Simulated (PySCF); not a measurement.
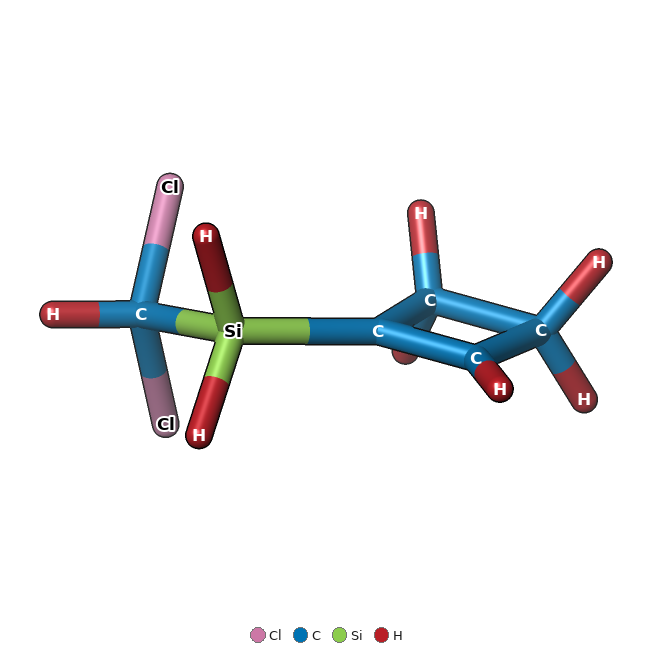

The geometry was computed by an optimisation with GFN2-xTB. No frequency run is at hand to confirm it as a minimum. Level of theory: ωB97X-D/def2-SVPD, gas phase (PySCF 2.14.0). Excitations: vertical, linear response.

What does the calculation give?

The species is C₅H₈Cl₂Si (`ClC(Cl)[SiH2]C1=CCC1`).
- dipole moment: 1.73 D
- HOMO energy (Kohn–Sham orbital): −9.29 eV
- LUMO energy (Kohn–Sham orbital): 1.30 eV
- HOMO–LUMO gap: 10.59 eV
- mean static polarisability: 108.7 bohr³
- lowest vertical singlet excitation: 6.48 eV
- its oscillator strength: 0.022
- brightest of the 8 lowest singlets: 6.59 eV
- its oscillator strength: 0.25

The geometry is semi-empirical. Around Si such bond lengths and angles can be off by a tenth of an ångström or more and by several degrees, and values that hang on the shape move with them.
